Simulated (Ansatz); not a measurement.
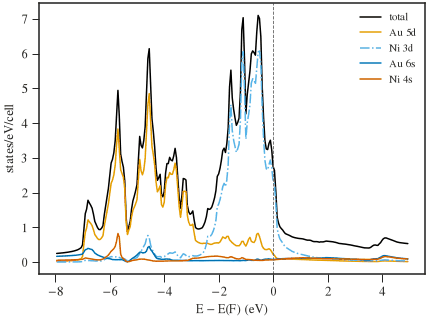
Figure: Total and projected density of states of NiAu in space group R-3m (No. 166; Au on 3a, Ni on 3b), DFT-PBE in the program Ansatz with PAW potentials

### Question
Which orbitals carry the states next to the Fermi level?

### Answer
Within 0.5 eV of the Fermi level: Ni 3d 82 %, Au 5d 10 %. Projections are on Löwdin-orthogonalised atomic valence shells; empty p or d shells of many metals are not among them.

### Question
Where is the tallest occupied peak in this window, and what makes it?

### Answer
Near -0.5 eV, about 7.1 states/eV per cell; the largest projected share is Ni 3d.

The start of the workflow was typed in or built on a structure type; neither database checked (COD, Materials Project) lists it. Whether it is the stable phase at ambient conditions was not checked. The cell was relaxed with PBE under the symmetry of its start; whether a distortion lowers the energy is not shown. Magnetic state: ferromagnetic, the only order run, not a proven ground state. The cell computed holds one magnetic atom, so no antiferromagnetic order was within reach. Its formation energy is positive at this level, so the cell may be metastable or incomplete. Spin–orbit coupling is left out wherever it is not named.

Potentials: the earlier of the program's two PAW sets.
